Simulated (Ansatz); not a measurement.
Input file:

```
crystal:
  periodic: [false, false, false]
  atoms:
    - {symbol: F, position_ang: [0.746281, 0.167214, -2.697092]}
    - {symbol: H, position_ang: [0.822062, -0.221802, -1.858633]}
    - {symbol: Si, position_ang: [-0.351207, 0.037801, 0.950086]}
    - {symbol: F, position_ang: [0.638847, -0.651890, -0.129722]}
    - {symbol: H, position_ang: [-1.733946, -0.129384, 0.453779]}
    - {symbol: H, position_ang: [0.023961, 1.464699, 1.047406]}
    - {symbol: H, position_ang: [-0.145999, -0.666739, 2.234176]}
basis:
  gaussian: {orbitals: "def2-TZVPPD.json"}
hamiltonian: {xc: pbe0, dispersion: d4}
output: {orbitals: {seedname: orbitals}}
```

Launched as:

```sh
ansatz run in.yaml --threads 2 --pin off --events-out ev --progress --plain --max-ram 5222MiB
```

Geometry: PBE0-D4/def2-TZVP.

Theory: RKS PBE0-D4/def2-TZVPPD (Ansatz 0.2.0).

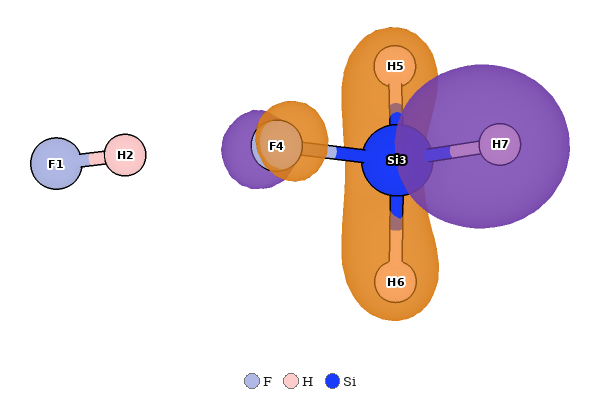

HF···FH₃Si (SMILES F.[SiH3]F). The HOMO−1 at ±0.2 Å⁻³ᐟ² (orange and purple are the two phases), seen from one side.

Describe this orbital and give its energy.

By Hirshfeld shares it lies mainly on Si3 (about 40 %), H7 (about 35 %), F4 (about 10 %), H5 (about 10 %) and H6 (about 10 %). Its energy is −10.32 eV.
